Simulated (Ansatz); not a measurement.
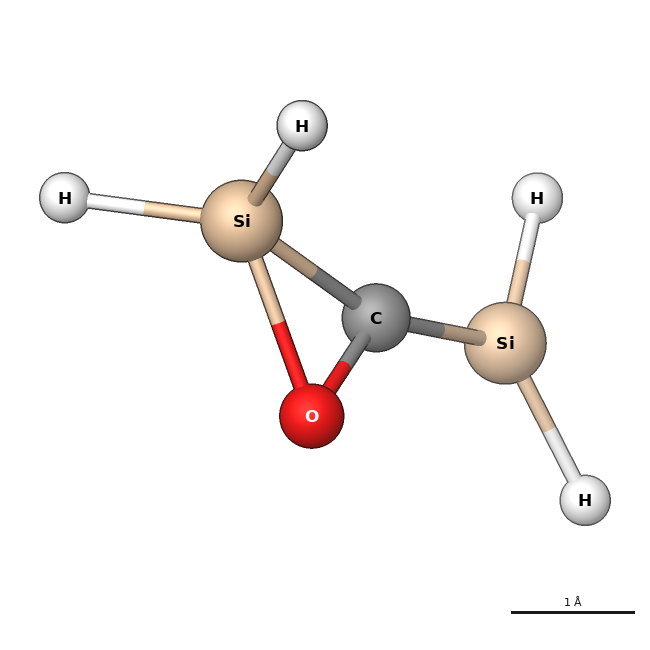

Rendered structure (ball-and-stick style).

Describe the molecule.

The molecule is CH4OSi2. Its SMILES string is `[SiH2]=C1O[SiH2]1`. Independent rings (smallest set): 1 of 3 members. Among its groups: Si–H bond, Si–O bond. The point group is Cs. Coordination, clear cases only: 1 Si trigonal planar.

The parts below concern this one geometry. Atoms keep their numbers from picture to picture. Computed geometry: PBE0-D4/def2-TZVP optimisation. No frequency run is at hand to confirm it as a minimum.

## Shape

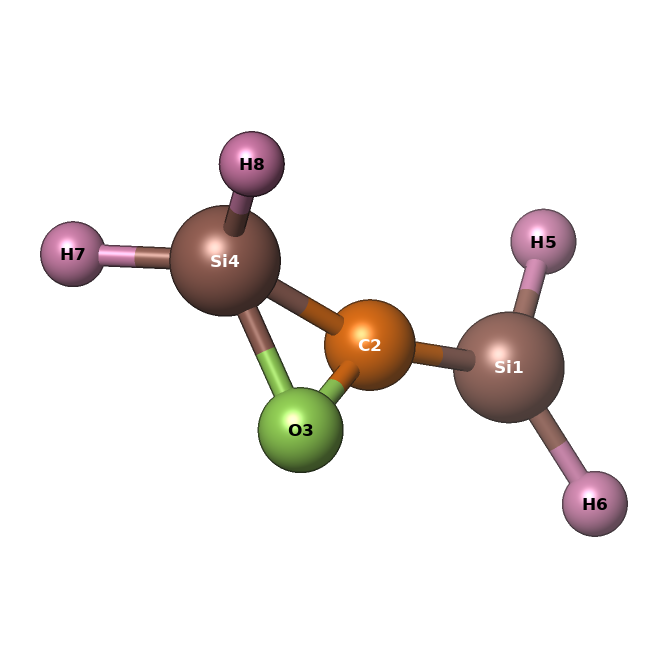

No frequency run is at hand to confirm it as a minimum.

What are the angles C2–Si1–H5, C2–Si1–H6, H5–Si1–H6, Si1–C2–O3, Si1–C2–Si4, O3–C2–Si4, C2–O3–Si4, C2–Si4–O3, C2–Si4–H7, O3–Si4–H7, H7–Si4–H8?

```json
{"angle": "C2–Si1–H5", "degrees": "117.2"}
{"angle": "C2–Si1–H6", "degrees": "124.1"}
{"angle": "H5–Si1–H6", "degrees": "118.7"}
{"angle": "Si1–C2–O3", "degrees": "137.1"}
{"angle": "Si1–C2–Si4", "degrees": "160.0"}
{"angle": "O3–C2–Si4", "degrees": "62.9"}
{"angle": "C2–O3–Si4", "degrees": "69.2"}
{"angle": "C2–Si4–O3", "degrees": "47.9"}
{"angle": "C2–Si4–H7", "degrees": "122.4"}
{"angle": "O3–Si4–H7", "degrees": "115.9"}
{"angle": "H7–Si4–H8", "degrees": "113.8"}
```

## Dipole moment

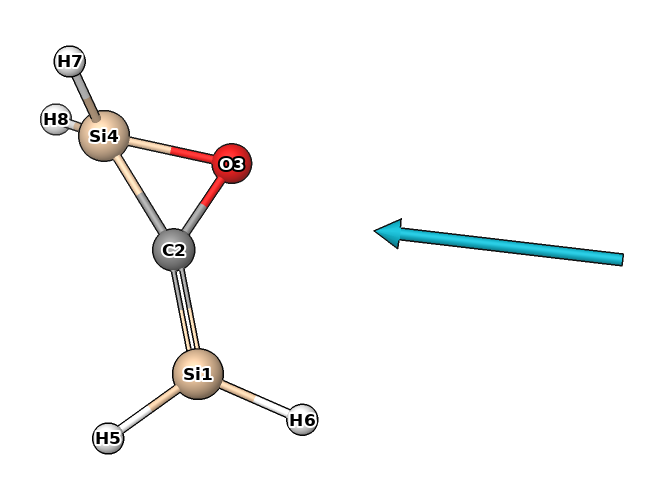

The arrow beside the molecule shows the direction of the dipole moment, from the negative to the positive end (its length means nothing). No frequency run is at hand to confirm it as a minimum. Level of theory: RKS PBE0-D4/def2-TZVP (Ansatz 0.2.0).

Question: Estimate the dipole moment.

Answer: 1.67 D; it points from the side of H6 to the side of H7, H8 (the outermost atoms at the two ends).

## Electronic properties

No frequency run is at hand to confirm it as a minimum. Level of theory: RKS PBE0-D4/def2-TZVPP (Ansatz 0.2.0).

Question: What is the HOMO energy (Kohn–Sham orbital)?

Answer: −5.84 eV.

Question: What is the dispersion correction?

Answer: −15.2 kJ/mol.

Question: Give the HOMO–LUMO gap at this level.

Answer: 4.75 eV.

## Charges

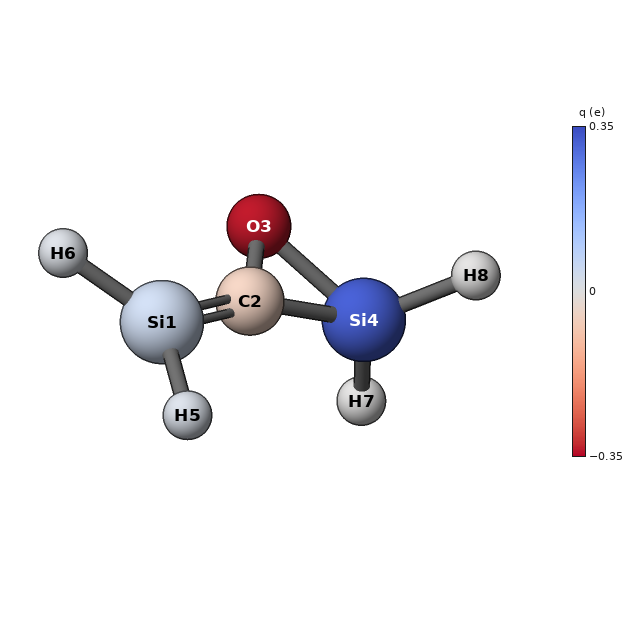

Atoms are coloured by their Mulliken charges. No frequency run is at hand to confirm it as a minimum. Properties computed with RKS PBE0-D4/def2-TZVP (Ansatz 0.2.0).

Question: Which atom carries the highest charge (most positive or least negative)?

Answer: Si4 (0.32 e).

Question: And the lowest?

Answer: O3 (−0.34 e).

List the Mulliken charges.

```
atom  value (e)
 Si1       0.04
  C2      −0.05
  O3      −0.34
 Si4       0.32
  H5       0.02
  H6       0.01
  H7       0.00
  H8       0.00
```

Mulliken values depend strongly on the basis set and can even reverse the polarity of a bond.
